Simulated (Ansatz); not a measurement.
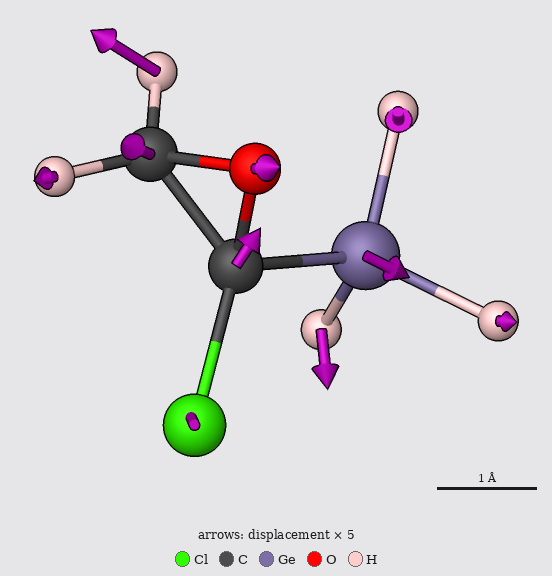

This is a relaxation of C2H5ClGeO (coarse preliminary run). The starting structure is drawn; purple arrows show the displacements, 5 times their true length. The two geometries are superimposed by the best rigid fit.

The picture is a ball-and-stick view, seen from a free direction.

The start comes from a force field.

Theory: Ansatz, RKS PBE-D4/def2-SVP. Set-up: force threshold 0.03 eV/Å; at most 200 steps.

Question: What did the optimiser do to the structure, and how much energy did it gain?

Answer: The largest move after the best rigid fit is that of an H atom, 0.19 Å. Largest moves by element: H 0.19 Å, Cl 0.16 Å, C 0.12 Å, Ge 0.11 Å, O 0.09 Å. Among the contacts that change: C–H 1.181 → 1.105 Å, C–O 1.371 → 1.440 Å, C–Ge 1.921 → 1.980 Å, C–H 1.055 → 1.107 Å. Bond angles that change, for instance: Ge–C–C 115.6° → 125.1°, O–C–H 106.5° → 115.2°, Cl–C–Ge 118.3° → 111.9°. The energy falls by 11.2 kcal/mol in 6 geometry steps. The largest force component goes from 4.9 to 0.017 eV/Å. The run took 11 s on 4 threads of Arm Neoverse V1, on a shared host.
